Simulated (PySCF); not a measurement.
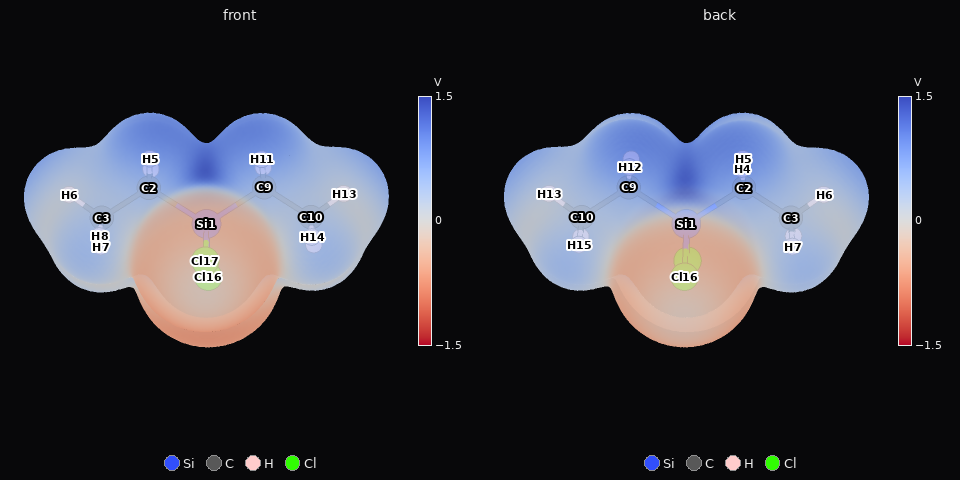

C₄H₁₀Cl₂Si (SMILES CC[Si](Cl)(Cl)CC). The electrostatic potential painted on the density surface at 0.002 e/bohr³, seen from the front and from behind; the colour scale runs from red (negative) to blue (positive).

Geometry: PBE0-D3(BJ)/def2-SVP.

The calculation used PBE0/pcSseg-1, SCF density, gas phase, non-relativistic in PySCF 2.14.0.

```xyz
17

Si   -0.2745    0.0170   -0.2443
C    -0.5892    0.0109    1.5942
C    -2.0617    0.0098    1.9919
H    -0.0704    0.8952    2.0058
H    -0.0667   -0.8709    2.0060
H    -2.1836    0.0163    3.0855
H    -2.5805    0.8935    1.5901
H    -2.5771   -0.8802    1.6001
C     1.5234   -0.0317   -0.7381
C     1.7685   -0.0152   -2.2435
H     1.9534   -0.9388   -0.2770
H     2.0154    0.8263   -0.2463
H     2.8431   -0.0549   -2.4770
H     1.2856   -0.8752   -2.7317
H     1.3569    0.8973   -2.7007
Cl   -1.1418    1.7190   -1.0604
Cl   -1.2291   -1.6190   -1.0944
```

**Which sites attract a positive test charge, and which a negative one?**

A positive charge is drawn to the negative regions and a negative charge to the positive ones. The most negative region (about −0.7 V, or −16 kcal/mol for a unit charge) lies over Cl16 and Cl17, the most positive (about +1.3 V, or +30 kcal/mol for a unit charge) over Si1.
